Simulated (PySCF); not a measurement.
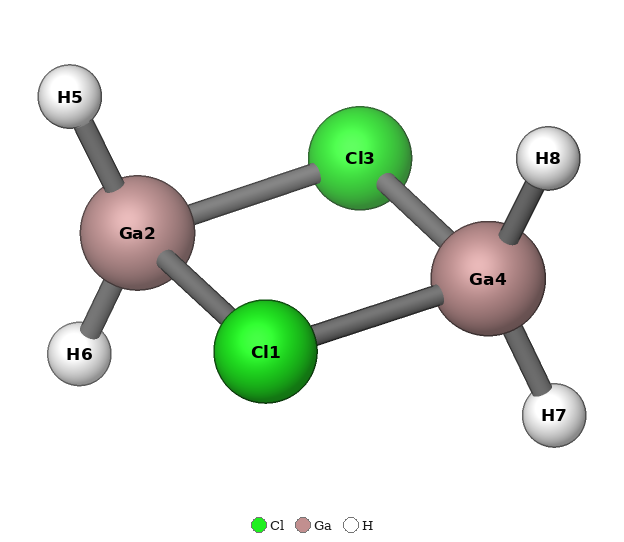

Computed geometry: PBE0-D3(BJ)/def2-SVP optimisation. No frequency run is at hand to confirm it as a minimum. Level of theory: delta-SCF UKS SCAN, pcX-2 on the ionised atom, pcseg-1 elsewhere, spin-free X2C (PySCF 2.14.0).

Give the core-electron binding energies (to vacuum; p and d levels without spin–orbit splitting) of Cl1 1s, Cl1 2p.

```json
{"atom": "Cl1", "level": "1s", "binding energy (eV)": "2828.6"}
{"atom": "Cl1", "level": "2p", "binding energy (eV)": "206.5"}
```
